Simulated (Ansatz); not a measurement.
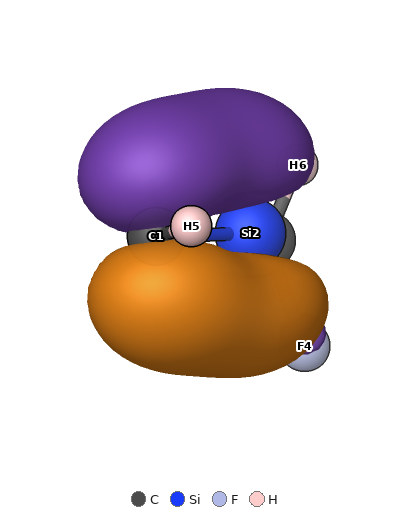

C2H2FSi (SMILES C#[Si][CH-]F) (charge −1). The HOMO−1 at ±0.15 Å⁻³ᐟ² (orange and purple are the two phases), seen at an oblique angle.

Computed with Ansatz, RKS B3LYP/def2-mTZVP.

Input

```
crystal:
  periodic: [false, false, false]
  atoms:
    - { symbol: C, position_ang: [-1.13322, 0.99528, -1.49825] }
    - { symbol: Si, position_ang: [-0.16319, 0.27497, -0.28672] }
    - { symbol: C, position_ang: [0.83135, -0.63433, 0.91953] }
    - { symbol: F, position_ang: [0.07888, -1.2656, 2.01653] }
    - { symbol: H, position_ang: [-1.06209, 2.08668, -1.65463] }
    - { symbol: H, position_ang: [1.44828, -1.45701, 0.50354] }
total_charge: -1
basis:
  gaussian: { orbitals: def2-mTZVP }
hamiltonian:
  xc: b3lyp
relax:
  f_tol: 0.015
  max_steps: 40
output:
  orbitals: {}
```

Launched as:

```sh
ansatz run input.yaml --threads 1 --pin off --max-ram 2048MiB --backend cpu --events-out ev --progress --plain --runs-dir out
```

The fields are those of the relaxed geometry.

Q: Describe this orbital and give its energy.

A: By Hirshfeld shares it lies mainly on C1 (about 45 %) and Si2 (about 45 %); π-bonding across C1–Si2. Its energy is −0.82 eV.
